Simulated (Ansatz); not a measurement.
The calculation's input:

```
crystal:
  periodic: [false, false, false]
  atoms:
    - {symbol: C, position_ang: [-1.759044, -0.498465, -0.935444]}
    - {symbol: C, position_ang: [-0.503863, -0.395262, -0.476683]}
    - {symbol: C, position_ang: [0.915962, -1.713651, 1.934751]}
    - {symbol: C, position_ang: [1.996772, -2.158172, -0.931892]}
    - {symbol: F, position_ang: [-0.509413, -3.166301, -0.048984]}
    - {symbol: Si, position_ang: [0.479101, -1.864016, 0.121825]}
    - {symbol: H, position_ang: [-2.269424, -1.466915, -0.979069]}
    - {symbol: H, position_ang: [-2.329753, 0.369484, -1.285194]}
    - {symbol: H, position_ang: [-0.039746, 0.601042, -0.455037]}
    - {symbol: H, position_ang: [1.464571, -2.602230, 2.286627]}
    - {symbol: H, position_ang: [0.008152, -1.602357, 2.548370]}
    - {symbol: H, position_ang: [1.553256, -0.830802, 2.109565]}
    - {symbol: H, position_ang: [2.679583, -1.293714, -0.880668]}
    - {symbol: H, position_ang: [2.550900, -3.047929, -0.591826]}
    - {symbol: H, position_ang: [1.717892, -2.306839, -1.986965]}
basis:
  gaussian: {orbitals: def2-SVPD}
output: {forces: true, orbitals: {seedname: orbitals}}
hamiltonian: {xc: {name: PBE0}}
```

Command:

```sh
ansatz run input.yaml --threads 2 --pin off --max-ram 5220MiB --events-out events.jsonl --progress --plain --runs-dir runs
```

Geometry: B3LYP-D3(BJ)/def2-SVP.

Theory: Ansatz 0.2.0, isolated molecule in a Gaussian basis; Kohn-Sham density functional theory, functional PBE0.

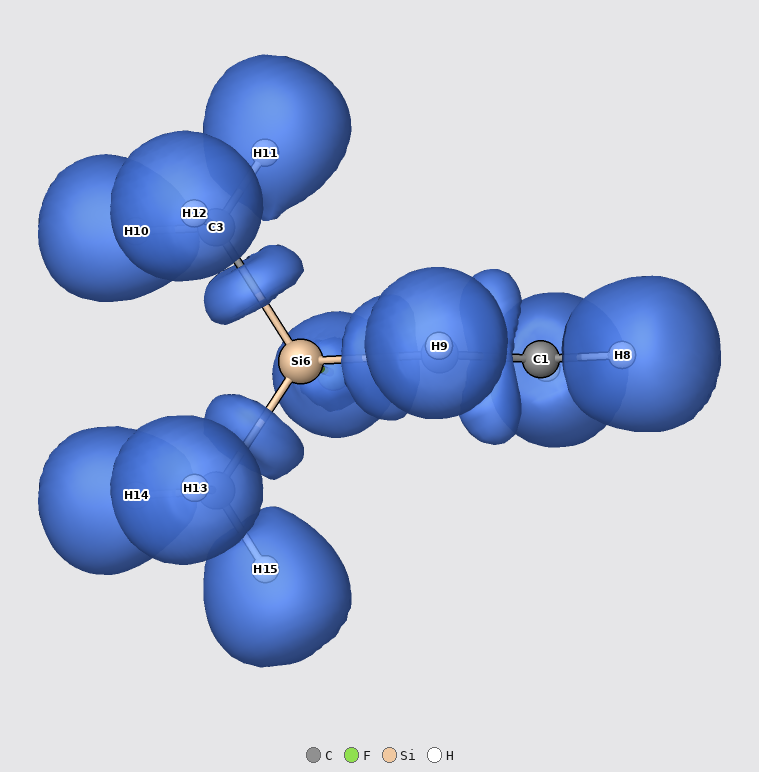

C$_{4}$H$_{9}$FSi (SMILES C=C[Si](C)(C)F). Isosurface of the ELF at 0.8 (blue), seen across its widest extent. Only the valence region is drawn (cores and ρ < 0.01 e/Å³ removed).

**Describe the localisation domains.**

At this value the surface marks out one region between bonded C–C atoms (shared pairs), three regions between bonded C–Si atoms (shared pairs), nine regions around hydrogen nuclei and one region wrapped around F (its lone pairs, merged into a ring or cap). Along the contacts the grid gives the following. C–C (1.34 Å): the ELF peaks at about 0.95 between the atoms: a multiple bond. Si–F (1.64 Å): the ELF peaks at about 0.85 in the valence shell of F, 0.6 Å from its nucleus, and is about 0.50 at the midpoint.
